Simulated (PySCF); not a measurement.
B(H)(Cl)(Vi), C2H4BCl, SMILES ClBC=C at its PBE0/def2-SVP optimised geometry (Å):

```
8

B      0.3498    -0.9453     0.0000
H      1.5568    -0.9453     0.0000
Cl    -0.4513    -2.5061     0.0000
C     -0.4603     0.3632     0.0000
C      0.1725     1.5497     0.0011
H     -1.5568     0.3488    -0.0004
H     -0.3624     2.5061     0.0015
H      1.2669     1.6054     0.0015
```

Calculation: PySCF 2.14.0 with PBE0/def2-TZVP.

Map of the Laplacian of the electron density (e/bohr⁵) on the plane z = 1.0 Å:

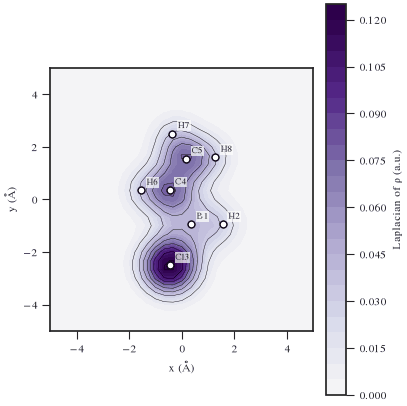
Fig. 1. Laplacian of the electron density (e/bohr⁵) on the plane z = 1.0 Å.
